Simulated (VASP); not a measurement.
Band structure of HfO2 (fluorite). Method: r2SCAN+rVV10, VASP's PBE PAW potentials (set 64) (plane waves; VASP).

Unless said otherwise, spin-orbit coupling is left out, though it shifts the bands of the heavy elements here.

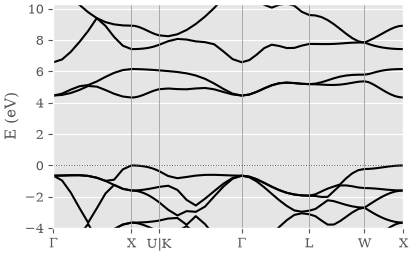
Figure: Bands along high-symmetry lines, zero at the valence-band maximum or, without a gap, the Fermi level

**Question.** Read the plot: is there a gap, and where are the band edges?

**Answer.** The gap is direct, 4.34 eV, from the valence maximum at X to the conduction minimum at X.

The compound is HfO2 in the fluorite structure, the high-temperature cubic form, which is unstable at 0 K; the monoclinic form is the stable one. It was relaxed first.
